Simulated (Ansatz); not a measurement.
# H₂LiO, charge +1: a pair, distance and slip

Aim: map the energy of H₂LiO, charge +1 over two coordinates, and find its wells, ridges and stiffness.

The runs use Ansatz 0.2.0; RKS B3LYP-D4/def2-TZVPD.

**1. The system as given**

4 atoms, charge 1, spin multiplicity 1.

Atoms are counted from 1 here; the program's logs count them from 0.

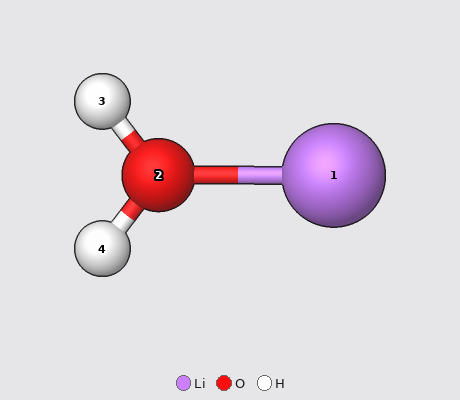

The starting geometry (lithium purple, oxygen red, hydrogen white); atoms are numbered from 1 in the order of the file.

As a file:

```
Li    0.0015   -0.0847   -1.6762
O    -0.0002    0.0083    0.1656
H     0.1669    0.7965    0.7170
H    -0.1683   -0.7201    0.7935
```

**2. The minimum at this level**

input.yaml

```yaml
crystal:
  periodic: [false, false, false]
  atoms:
    - { symbol: Li, position_ang: [0.00153, -0.084676, -1.676221] }
    - { symbol: O, position_ang: [-0.000178, 0.008315, 0.165628] }
    - { symbol: H, position_ang: [0.166916, 0.796452, 0.716984] }
    - { symbol: H, position_ang: [-0.168268, -0.720091, 0.793509] }
total_charge: 1
basis:
  gaussian: { orbitals: def2-TZVPD }
hamiltonian:
  xc: { name: B3LYP }
  dispersion: d4
output:
  forces: true
relax:
  f_tol: 0.003
  max_steps: 120
```

On the command line:

```console
$ ansatz run input.yaml --threads 1 --pin off --max-ram 2560MiB --backend cpu --events-out ev --progress --plain --runs-dir out
```

Log (excerpt; [...] marks lines left out):

```text
Warning: RAYON_NUM_THREADS=1 ignored (pool sized by the plan → 1); use --threads N
[...]
Functional definition: B3LYP
[...]
451 factors; their error is unknown
[...]
mean field -2280.54675307 eV, -83.8085473650 hartree, gradient 9.8e-6 eV, S^2 0.000000; 0 other end points of the search recorded, 0 dependent functions left out
[...]
reference -2280.54692426 eV, -83.8085536563 hartree; 6, 6 occupied and 69, 69 virtual orbitals, 451 factors
relax step   1: F+E_penalty+E_count = -2280.57041838 eV  Δ(F+E_penalty+E_count) = +0.000e0 eV  max|allowed force component| = 4.120e-1 eV/Å  Δτ_max = 0.0000 Å  (24 SCF iters, accepted)
[...]
relax step   4: F+E_penalty+E_count = -2280.57447503 eV  Δ(F+E_penalty+E_count) = -2.357e-5 eV  max|allowed force component| = 6.621e-3 eV/Å  Δτ_max = 0.0018 Å  (30 SCF iters, accepted)
[...]
relax step   5: F+E_penalty+E_count = -2280.57447619 eV  Δ(F+E_penalty+E_count) = -1.159e-6 eV  max|allowed force component| = 7.828e-5 eV/Å  Δτ_max = 0.0002 Å  (30 SCF iters, accepted)
451 factors; their error is unknown
mean field -2280.55089405 eV, -83.8086995434 hartree, gradient 1.1e-5 eV, S^2 0.000000; 1 other end points of the search recorded, 0 dependent functions left out
[...]
reference -2280.55106421 eV, -83.8087057967 hartree; 6, 6 occupied and 69, 69 virtual orbitals, 451 factors
Total energy: -2280.57464636 eV, -83.8095724245 hartree
Atom 0 at     0.001490    -0.084017    -1.661997 Å, force     0.000019    -0.000006     0.000009 eV/Å
Atom 1 at    -0.000109     0.008359     0.165515 Å, force    -0.000078     0.000027     0.000015 eV/Å
Atom 2 at     0.165773     0.790995     0.710264 Å, force     0.000031    -0.000004    -0.000012 eV/Å
Atom 3 at    -0.167153    -0.715338     0.786117 Å, force     0.000028    -0.000017    -0.000012 eV/Å
Dipole moment:     0.000690    -0.042201    -0.835082 e Å
```

Wall time 7.2 s (1 thread of Arm Neoverse V1, shared host); peak memory 0.09 GiB.

The steps of the relaxation:

```tsv
step	energy from step 1 (eV)	largest force component (eV/Å)
1	0.0000	0.4120
2	-0.0036	0.1030
3	-0.0040	0.0132
4	-0.0041	0.0066
5	-0.0041	0.0001
```

Bonds that changed most:

```tsv
bond	before (Å)	after (Å)	change (Å)
Li1–O2	1.844	1.830	-0.014
O2–H3	0.976	0.968	-0.008
O2–H4	0.976	0.968	-0.008
```

**3. Reference: H2O by itself**

input.yaml

```yaml
crystal:
  periodic: [false, false, false]
  atoms:
    - { symbol: O, position_ang: [-0.000109, 0.008359, 0.165515] }
    - { symbol: H, position_ang: [0.165773, 0.790995, 0.710264] }
    - { symbol: H, position_ang: [-0.167153, -0.715338, 0.786117] }
basis:
  gaussian: { orbitals: def2-TZVPD }
hamiltonian:
  xc: { name: B3LYP }
  dispersion: d4
output:
  forces: true
```

On the command line:

```console
$ ansatz run input.yaml --threads 1 --pin off --max-ram 2560MiB --backend cpu --events-out ev --progress --plain --runs-dir out
```

Log (excerpt; [...] marks lines left out):

```text
Warning: RAYON_NUM_THREADS=1 ignored (pool sized by the plan → 1); use --threads N
[...]
[... 1 set-up line as earlier in the session ...]
[...]
286 factors; their error is unknown
[...]
mean field -2080.76604816 eV, -76.4667418758 hartree, gradient 1.0e-5 eV, S^2 0.000000; 0 other end points of the search recorded, 0 dependent functions left out
[...]
reference -2080.76623828 eV, -76.4667488629 hartree; 5, 5 occupied and 53, 53 virtual orbitals, 286 factors
Total energy: -2080.77470447 eV, -76.4670599894 hartree
Atom 0 at    -0.000109     0.008359     0.165515 Å, force    -0.000178     0.009050     0.178942 eV/Å
Atom 1 at     0.165773     0.790995     0.710264 Å, force    -0.051381    -0.237404    -0.077744 eV/Å
Atom 2 at    -0.167153    -0.715338     0.786117 Å, force     0.051559     0.228354    -0.101198 eV/Å
Dipole moment:    -0.000382     0.019365     0.382879 e Å
```

It took 0.48 s on 1 thread of Arm Neoverse V1, shared host; peak memory 0.09 GiB.

**4. The part Li+ alone**

input.yaml

```yaml
crystal:
  periodic: [false, false, false]
  atoms:
    - { symbol: Li, position_ang: [0.00149, -0.084017, -1.661997] }
total_charge: 1
basis:
  gaussian: { orbitals: def2-TZVPD }
hamiltonian:
  xc: { name: B3LYP }
```

On the command line:

```console
$ ansatz run input.yaml --threads 1 --pin off --max-ram 2560MiB --backend cpu --events-out ev --progress --plain --runs-dir out
```

Log:

```text
Warning: RAYON_NUM_THREADS=1 ignored (pool sized by the plan → 1); use --threads N
Engine: ansatz 0.2.0, aarch64-unknown-linux-gnu
[... 1 set-up line as earlier in the session ...]
  parameter a0 = 0.2
  parameter ax = 0.72
  parameter ac = 0.81
  exchange = (1 - a0 - ax)*slater_x + ax*b88_x + a0*exact_x
  correlation = (1 - ac)*vwn_rpa_c + ac*lyp_c
132 factors; their error is unknown
mean field evaluation 1: about -198.2633 eV, gradient 3.2e-1 eV
mean field evaluation 2: about -198.2633 eV, gradient 4.0e-2 eV
mean field evaluation 4: about -198.2633 eV, gradient 1.9e-3 eV
mean field evaluation 8: about -198.2633 eV, gradient 1.5e-5 eV
mean field -198.26329419 eV, -7.2860416740 hartree, gradient 1.5e-5 eV, S^2 0.000000; 0 other end points of the search recorded, 0 dependent functions left out
reference -198.26333980 eV, -7.2860433500 hartree; 1, 1 occupied and 16, 16 virtual orbitals, 132 factors
Total energy: -198.26333980 eV, -7.2860433500 hartree
```

Wall time 0.12 s (1 thread of Arm Neoverse V1, shared host); peak memory 0.09 GiB.

**5. The grid**

The axes are (1) separation of O2 and Li1 along their line in the relaxed pair: 15 values from 1.537 to 2.937 Å; (2) sideways slip of Li1: 15 values from −2.200 Å.

Nothing else is relaxed (both partners rigid). Energies count from the ion and the molecule far apart, frozen as in the relaxed pair, each in its own basis (no counterpoise correction). Points are written as (first, second).

Of the runs on the grid, 1 are shown in the steps below; the others differ only in the two coordinates.

**6. Grid point (1.868 Å, 0.000 Å)**

input.yaml

```yaml
crystal:
  periodic: [false, false, false]
  atoms:
    - { symbol: Li, position_ang: [0.001523, -0.085943, -1.700102] }
    - { symbol: O, position_ang: [-0.000109, 0.008359, 0.165515] }
    - { symbol: H, position_ang: [0.165773, 0.790995, 0.710264] }
    - { symbol: H, position_ang: [-0.167153, -0.715338, 0.786117] }
total_charge: 1
basis:
  gaussian: { orbitals: def2-TZVPD }
hamiltonian:
  xc: { name: B3LYP }
  dispersion: d4
output:
  forces: true
```

On the command line:

```console
$ ansatz run input.yaml --threads 1 --pin off --max-ram 2560MiB --backend cpu --events-out ev --progress --plain --runs-dir out
```

Log (excerpt; [...] marks lines left out):

```text
Warning: RAYON_NUM_THREADS=1 ignored (pool sized by the plan → 1); use --threads N
[...]
[... 1 set-up line as earlier in the session ...]
[...]
451 factors; their error is unknown
[...]
mean field -2280.54685362 eV, -83.8085510603 hartree, gradient 1.1e-5 eV, S^2 0.000000; 0 other end points of the search recorded, 0 dependent functions left out
[...]
reference -2280.54702474 eV, -83.8085573491 hartree; 6, 6 occupied and 69, 69 virtual orbitals, 451 factors
Total energy: -2280.57071401 eV, -83.8094279136 hartree
Atom 0 at     0.001523    -0.085943    -1.700102 Å, force    -0.000157     0.010065     0.199195 eV/Å
Atom 1 at    -0.000109     0.008359     0.165515 Å, force     0.000076    -0.008757    -0.173568 eV/Å
Atom 2 at     0.165773     0.790995     0.710264 Å, force    -0.000801    -0.004461    -0.012622 eV/Å
Atom 3 at    -0.167153    -0.715338     0.786117 Å, force     0.000882     0.003152    -0.013006 eV/Å
Dipole moment:     0.000717    -0.043773    -0.866145 e Å
```

It took 1.1 s on 1 thread of Arm Neoverse V1, shared host; peak memory 0.09 GiB.

That is −1.53 eV from the zero.

**7. Energy over the grid**

120 points were computed, 105 more follow by symmetry. Energies in eV, from the ion and the molecule far apart, frozen as in the relaxed pair, each in its own basis (no counterpoise correction):

| sideways slip of Li1 (Å) ↓, separation of O2 and Li1 along their line in the relaxed pair (Å) → | 1.537 | 1.572 | 1.629 | 1.699 | 1.779 | 1.868 | 1.965 | 2.068 | 2.177 | 2.291 | 2.411 | 2.536 | 2.665 | 2.799 | 2.937 |
| --- | --- | --- | --- | --- | --- | --- | --- | --- | --- | --- | --- | --- | --- | --- | --- |
| 2.200 | −0.52 | −0.52 | −0.52 | −0.52 | −0.52 | −0.51 | −0.50 | −0.49 | −0.48 | −0.46 | −0.45 | −0.43 | −0.41 | −0.39 | −0.37 |
| 1.886 | −0.70 | −0.70 | −0.70 | −0.70 | −0.69 | −0.67 | −0.66 | −0.63 | −0.61 | −0.58 | −0.56 | −0.53 | −0.50 | −0.47 | −0.44 |
| 1.571 | −0.90 | −0.90 | −0.90 | −0.89 | −0.88 | −0.86 | −0.84 | −0.80 | −0.77 | −0.73 | −0.68 | −0.64 | −0.60 | −0.56 | −0.52 |
| 1.257 | −1.13 | −1.13 | −1.13 | −1.11 | −1.09 | −1.06 | −1.02 | −0.98 | −0.93 | −0.88 | −0.82 | −0.76 | −0.70 | −0.65 | −0.60 |
| 0.943 | −1.29 | −1.31 | −1.32 | −1.31 | −1.29 | −1.25 | −1.20 | −1.15 | −1.09 | −1.02 | −0.95 | −0.88 | −0.80 | −0.74 | −0.67 |
| 0.629 | −1.30 | −1.35 | −1.40 | −1.44 | −1.44 | −1.41 | −1.36 | −1.29 | −1.22 | −1.14 | −1.06 | −0.98 | −0.89 | −0.81 | −0.73 |
| 0.314 | −1.19 | −1.28 | −1.39 | −1.47 | −1.51 | −1.50 | −1.46 | −1.39 | −1.31 | −1.22 | −1.13 | −1.04 | −0.95 | −0.86 | −0.77 |
| 0.000 | −1.11 | −1.23 | −1.37 | −1.47 | −1.53 | −1.53 | −1.49 | −1.43 | −1.34 | −1.25 | −1.16 | −1.06 | −0.97 | −0.87 | −0.79 |
| −0.314 | −1.19 | −1.28 | −1.39 | −1.47 | −1.51 | −1.50 | −1.46 | −1.39 | −1.31 | −1.22 | −1.13 | −1.04 | −0.95 | −0.86 | −0.77 |
| −0.629 | −1.30 | −1.35 | −1.40 | −1.44 | −1.44 | −1.41 | −1.36 | −1.29 | −1.22 | −1.14 | −1.06 | −0.98 | −0.89 | −0.81 | −0.73 |
| −0.943 | −1.29 | −1.31 | −1.32 | −1.31 | −1.29 | −1.25 | −1.20 | −1.15 | −1.09 | −1.02 | −0.95 | −0.88 | −0.80 | −0.74 | −0.67 |
| −1.257 | −1.13 | −1.13 | −1.13 | −1.11 | −1.09 | −1.06 | −1.02 | −0.98 | −0.93 | −0.88 | −0.82 | −0.76 | −0.70 | −0.65 | −0.60 |
| −1.571 | −0.90 | −0.90 | −0.90 | −0.89 | −0.88 | −0.86 | −0.84 | −0.80 | −0.77 | −0.73 | −0.68 | −0.64 | −0.60 | −0.56 | −0.52 |
| −1.886 | −0.70 | −0.70 | −0.70 | −0.70 | −0.69 | −0.67 | −0.66 | −0.63 | −0.61 | −0.58 | −0.56 | −0.53 | −0.50 | −0.47 | −0.44 |
| −2.200 | −0.52 | −0.52 | −0.52 | −0.52 | −0.52 | −0.51 | −0.50 | −0.49 | −0.48 | −0.46 | −0.45 | −0.43 | −0.41 | −0.39 | −0.37 |

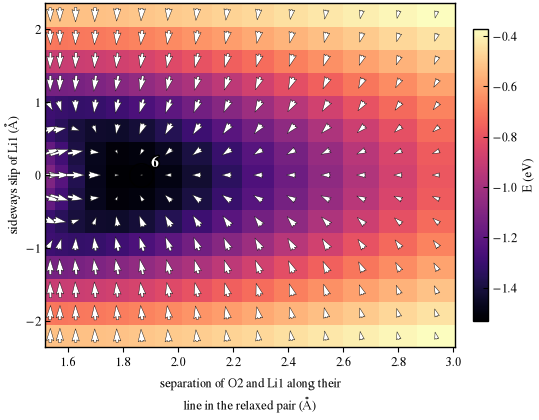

The map; numbers mark the steps of this session that print a point's run. Drawn: one coloured cell a grid point, arrows along the force (downhill), longer where it is stronger.

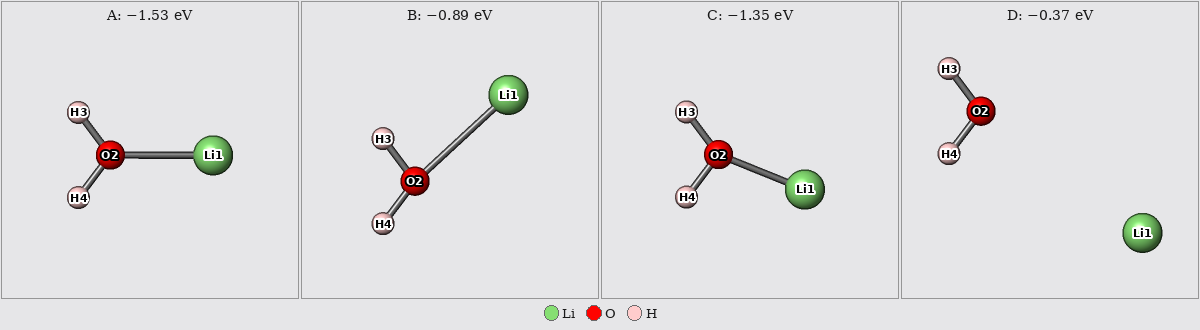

Structures on the grid, at one scale: A at (1.868 Å, 0.000 Å); B at (1.699 Å, 1.571 Å); C at (1.572 Å, −0.629 Å); D at (2.937 Å, −2.200 Å).

The largest force on an atom (eV/Å) at each point:

```csv
"sideways slip of Li1 (Å) ↓, separation of O2 and Li1 along their line in the relaxed pair (Å) →",1.537,1.572,1.629,1.699,1.779,1.868,1.965,2.068,2.177,2.291,2.411,2.536,2.665,2.799,2.937
2.200,1.17,1.15,1.12,1.08,1.03,0.98,0.92,0.86,0.80,0.74,0.68,0.62,0.56,0.51,0.46
1.886,1.26,1.25,1.25,1.23,1.19,1.13,1.06,0.99,0.91,0.83,0.76,0.69,0.62,0.55,0.49
1.571,1.44,1.41,1.36,1.27,1.19,1.16,1.13,1.08,1.00,0.91,0.82,0.74,0.66,0.58,0.51
1.257,1.26,1.29,1.31,1.31,1.27,1.20,1.09,1.02,1.00,0.94,0.85,0.76,0.67,0.59,0.52
0.943,0.70,0.73,0.86,0.98,1.06,1.10,1.08,0.99,0.89,0.87,0.83,0.75,0.66,0.58,0.51
0.629,1.56,1.19,0.70,0.46,0.62,0.78,0.88,0.89,0.83,0.73,0.75,0.74,0.68,0.61,0.54
0.314,3.05,2.41,1.57,0.80,0.26,0.40,0.62,0.77,0.82,0.76,0.74,0.77,0.72,0.65,0.57
0.000,3.76,3.00,2.00,1.08,0.34,0.20,0.55,0.75,0.82,0.78,0.73,0.77,0.73,0.66,0.58
−0.314,3.05,2.41,1.57,0.80,0.26,0.40,0.62,0.77,0.82,0.76,0.74,0.77,0.72,0.65,0.57
−0.629,1.56,1.19,0.70,0.46,0.62,0.78,0.88,0.89,0.83,0.73,0.75,0.74,0.68,0.61,0.54
−0.943,0.70,0.73,0.86,0.98,1.06,1.10,1.08,0.99,0.89,0.87,0.83,0.75,0.66,0.58,0.51
−1.257,1.26,1.29,1.31,1.31,1.27,1.20,1.09,1.02,1.00,0.94,0.85,0.76,0.67,0.59,0.52
−1.571,1.44,1.41,1.36,1.27,1.19,1.16,1.13,1.08,1.00,0.91,0.82,0.74,0.66,0.58,0.51
−1.886,1.26,1.25,1.25,1.23,1.19,1.13,1.06,0.99,0.91,0.83,0.76,0.69,0.62,0.55,0.49
−2.200,1.17,1.15,1.12,1.08,1.03,0.98,0.92,0.86,0.80,0.74,0.68,0.62,0.56,0.51,0.46
```

**8. Outcome**

| quantity | value |
| --- | --- |
| lowest point | (1.868 Å, 0.000 Å), −1.53 eV |
| highest computed point | (2.937 Å, −2.200 Å), 1.16 eV above the lowest |
| largest force on an atom (eV/Å) | 0.20 at (1.868 Å, 0.000 Å) to 3.76 at (1.537 Å, 0.000 Å); 0.20 at the lowest point |
| time for the whole task | 2.4 min on 1 thread, shared host |

**Reading.** The lowest computed point is at (1.868 Å, 0.000 Å), −1.53 eV from the ion and the molecule far apart, frozen as in the relaxed pair, each in its own basis (no counterpoise correction). No other kind of well shows on this grid. The highest computed point, (2.937 Å, −2.200 Å), lies 1.16 eV above the lowest. Round the minimum the two coordinates are nearly uncoupled. Without a counterpoise correction the wells come out somewhat too deep.
